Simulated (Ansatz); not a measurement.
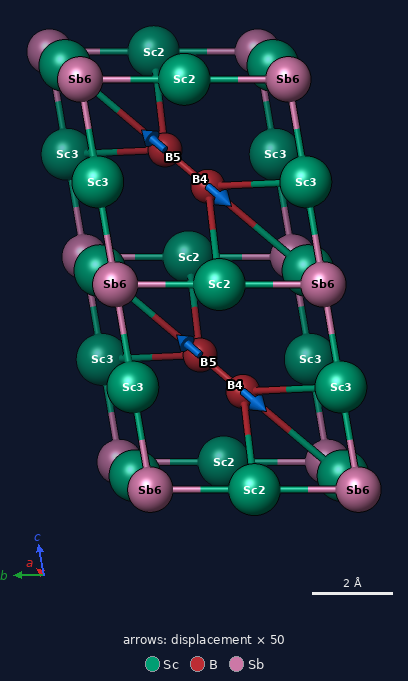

This is a relaxation of crystalline Sc₃B₂Sb (a generated structure, set up in R-3m). The starting structure is drawn; blue arrows show the displacements (the part carried along by the change of the cell is left out), 50 times their true length.

Style: ball-and-stick. Shown: the cell of the calculation, repeated 1 × 1 × 2 with one cell outlined, from a free direction.

Theory: DFT PBE, scalar-relativistic, plane waves, PAW (Ansatz).

Input file:
```yaml
crystal:
  lattice:
    - [3.3587400279, 1.9391694592, 3.4777287903]
    - [-3.3587400279, 1.9391694592, 3.4777287903]
    - [0.0, -3.8783389185, 3.4777287903]
  atoms:
    - { symbol: Sc, position: [0.5, 0.0, 0.0] }
    - { symbol: Sc, position: [0.0, 0.5, 0.0] }
    - { symbol: Sc, position: [0.0, 0.0, 0.5] }
    - { symbol: B, position: [0.4218552234, 0.4218552234, 0.4218552234] }
    - { symbol: B, position: [0.5781447766, 0.5781447766, 0.5781447766] }
    - { symbol: Sb, position: [0.0, 0.0, 0.0] }
basis:
  ecutwfc: 420
kpoints:
  mp_grid: { grid: [6, 6, 6] }
hamiltonian:
  xc: pbe
scf:
  occupations: { method: gaussian, width: 0.1 }
output:
  forces: true
  stress: true
  eigenvalues: true
  write_density: true
  write_potential: true
  elf: true
  volumetric_format: npy
relax:
  adjacent_minimum: "off"
  f_tol: 0.01
  max_steps: 80
  cell: { stress_tol: 0.05 }
```

Launched with:
```bash
ansatz run input.yaml --threads 1 --pin off --max-ram 2560MiB --backend cpu --events-out ev --progress --plain --runs-dir out
```

What did the optimiser do to the structure, and how much energy did it gain?

Answer. The largest moves relative to the cell, 0.018 Å, are those of B4 and B5. B4 goes along [−1 −1 −1]. Sc and Sb stay in place. Cell: a = b = c 5.209 → 5.194 Å (−0.3 %), α 80.3° → 81.8°, β 80.3° → 81.8°, γ 80.3° → 81.8°. Volume +0.2 %. Some distances before and after: Sc1–B4 3.294 → 3.246 Å, Sc1–Sc2 3.359 → 3.401 Å, Sc1–Sb6 2.605 → 2.597 Å. The space group stays R-3m (No. 166). After 7 accepted moves (8 points after the start) the energy has fallen by 0.1 meV per atom. Largest force component: 0.027 eV/Å at the start, 0.0018 eV/Å at the end. Pressure: −0.20 GPa at the start and 0.00 GPa at the end. At 1 point the geometry stayed and the basis and grid were re-selected for the new cell (energy shift of less than 0.05 meV per atom at most each time).
